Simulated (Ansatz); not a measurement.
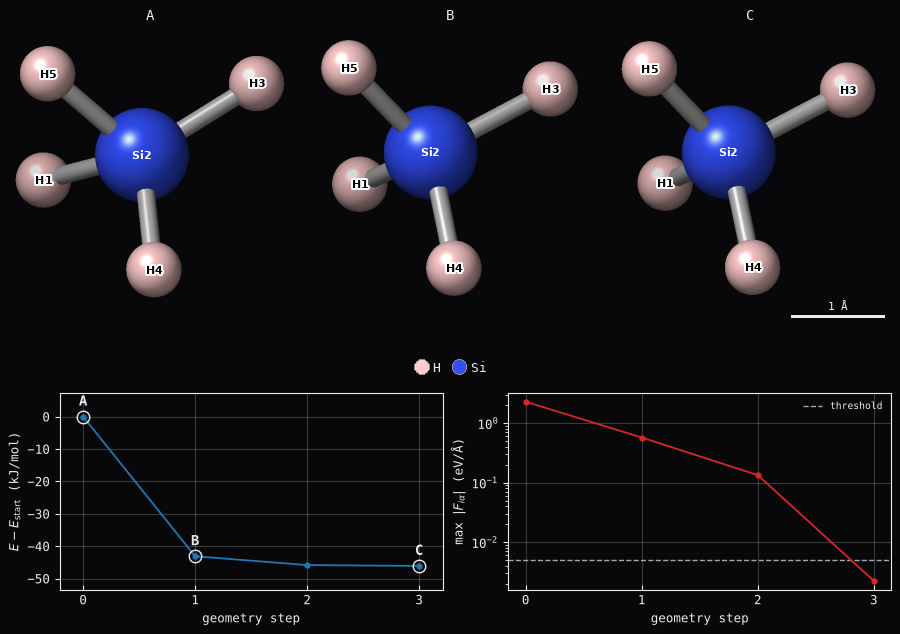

Frames of a relaxation of SiH₄, marked on the history of the run. The picture is a ball-and-stick view, seen at a tilt.

It is one of the separated reactants of a reaction.

These are results of RKS PBE0-D4/def2-TZVP (Ansatz 0.2.0), not measurements.

Input
```yaml
crystal:
  periodic: [false, false, false]
  atoms:
    - {symbol: H, position_ang: [-0.526085, 0.836255, -0.032078]}
    - {symbol: Si, position_ang: [0.592660, 0.092218, 0.899150]}
    - {symbol: H, position_ang: [1.794980, -0.563404, 0.354600]}
    - {symbol: H, position_ang: [-0.118100, -0.654958, 1.956963]}
    - {symbol: H, position_ang: [0.974655, 1.435983, 1.412820]}
basis:
  gaussian: {orbitals: def2-TZVP}
hamiltonian: {xc: pbe0, dispersion: d4}
relax: {f_tol: 0.005, max_steps: 200}
```

Run as
```bash
ansatz run in.yaml --threads 3 --pin off --events-out ev --progress --plain --max-ram 6092MiB
```

Question: What happens along the run?

Answer: H1 moves most after the best rigid fit: 0.25 Å. Largest moves by element: H 0.25 Å, Si 0.15 Å. Near-neighbour distances that change, for instance: H1–Si2 1.635 → 1.485 Å, Si2–H3 1.474 → 1.485 Å, Si2–H4 1.477 → 1.485 Å. Bond angles that change, for instance: H1–Si2–H5 87.8° → 109.4°, H1–Si2–H3 123.4° → 109.5°, H3–Si2–H4 115.6° → 109.5°. After 3 geometry steps the energy has fallen by 46.1 kJ/mol. Largest force component: 2.3 eV/Å at the start, 0.0022 eV/Å at the end. The run took of the order of 2.7 core-seconds on a shared host. From step 0 to 1: H1 moves most (0.19 Å), energy −43.1 kJ/mol. From step 1 to 3: H1 moves most (0.06 Å), energy −2.99 kJ/mol.
